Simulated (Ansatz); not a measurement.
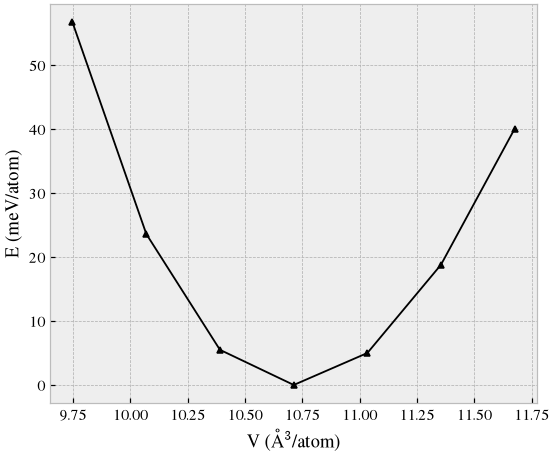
Figure. SrCoO3 (cubic perovskite, Pm-3m) under volume change, plane-wave PAW PBEsol (Ansatz code), scaled uniformly.

Q: What does a third-order Birch–Murnaghan fit give for V₀, B₀ and B′?

A: V₀ = 10.71 Å³/atom, B₀ = 175 GPa, B′ = 4.8.

The workflow started from an entry of the Crystallography Open Database (COD). Whether it is the stable phase at ambient conditions was not checked. Symmetry was held in the PBEsol relaxation; whether a distortion lowers the energy is not shown. The final state is ferromagnetic, chosen from 4 collinear starts compared on coarse meshes (ties went to the first, and starts can fall back to one state), not a proven ground state. No Hubbard U is applied.

Potentials: the later of the program's two PAW sets.
